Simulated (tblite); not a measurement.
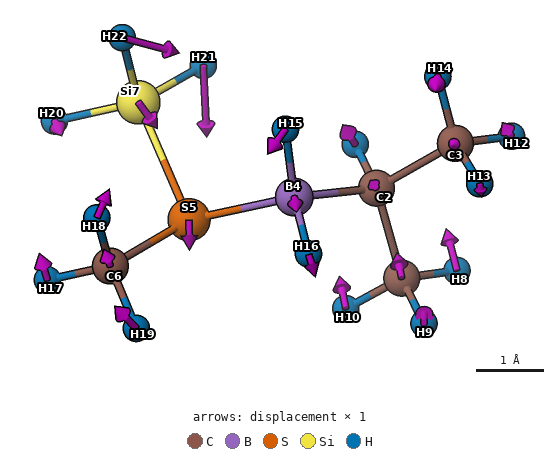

This is a relaxation of C4H15BSSi. The starting structure is drawn; purple arrows show the displacements, at their true length. The two geometries are superimposed by the best rigid fit.

Style: ball-and-stick. Shown at a tilt.

These are results of GFN2-xTB geometry optimisation, gas phase in tblite, not measurements. 

Q: Which element moves most?

A: Hydrogen: up to 1.23 Å, against 0.57 Å for silicon.

Q: What happened in the run?

A: The largest move after the best rigid fit is that of an H atom, 1.23 Å. Largest moves by element: H 1.23 Å, Si 0.57 Å, C 0.49 Å, S 0.48 Å, B 0.31 Å. Among the contacts that change: B–S 1.855 → 2.033 Å, S–Si 2.103 → 2.193 Å, C–S 1.774 → 1.820 Å, C–H 1.121 → 1.091 Å. Among the angles between lasting bonds that change: C–S–Si 109.8° → 100.0°, B–S–C 109.9° → 100.5°, B–S–Si 110.5° → 101.5°. Groups turn about B–S by about 30°, S–Si by about 20°. Over 165 geometry steps the energy falls by 57.8 kJ/mol. The run took 1.5 s on 1 thread of Intel(R) Xeon(R) Platinum 8488C, on a shared host.
